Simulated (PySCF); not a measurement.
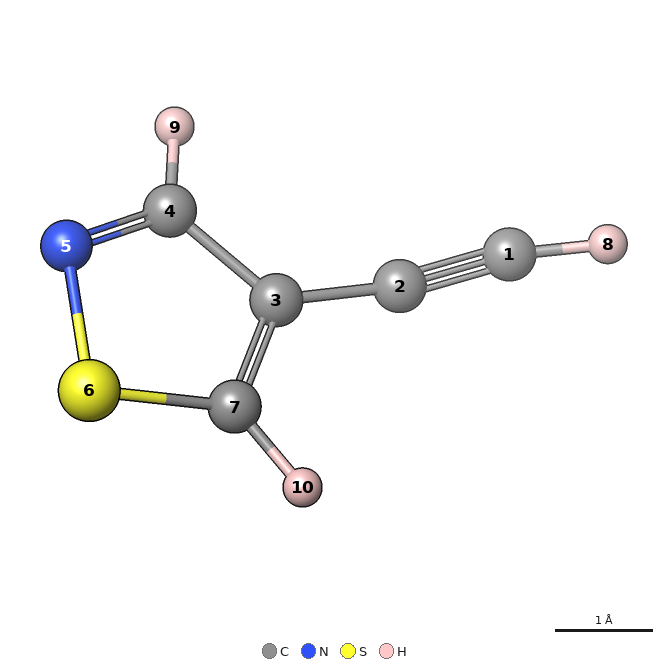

Orthographic view. Distant atoms are faded towards the background colour. Geometry: a frame of a GFN2-xTB molecular-dynamics simulation, not a minimum.

Write a MOL file (V2000) with the atoms in numerical order, bonds sorted by atom number with the orders drawn, and coordinates in the frame of the picture: x right, y up, z towards the viewer, origin at the mean position.

```
C5H3NS
                    3D

 10 10  0  0  0  0  0  0  0  0999 V2000
    2.3500    0.4200   -0.7800 C   0  0  0  0  0  0  0  0  0  0  0  0
    1.2100    0.1000   -0.5500 C   0  0  0  0  0  0  0  0  0  0  0  0
   -0.0700   -0.0500   -0.0600 C   0  0  0  0  0  0  0  0  0  0  0  0
   -1.1700    0.8800   -0.1000 C   0  0  0  0  0  0  0  0  0  0  0  0
   -2.2400    0.5100    0.5400 N   0  0  0  0  0  0  0  0  0  0  0  0
   -2.0100   -0.9900    1.2200 S   0  0  0  0  0  0  0  0  0  0  0  0
   -0.5000   -1.1500    0.6000 C   0  0  0  0  0  0  0  0  0  0  0  0
    3.3600    0.5300   -0.8700 H   0  0  0  0  0  0  0  0  0  0  0  0
   -1.1200    1.7500   -0.7000 H   0  0  0  0  0  0  0  0  0  0  0  0
    0.2000   -1.9900    0.6900 H   0  0  0  0  0  0  0  0  0  0  0  0
  1  2  3  0
  1  8  1  0
  2  3  1  0
  3  4  1  0
  3  7  2  0
  4  5  2  0
  4  9  1  0
  5  6  1  0
  6  7  1  0
  7 10  1  0
M  END
```
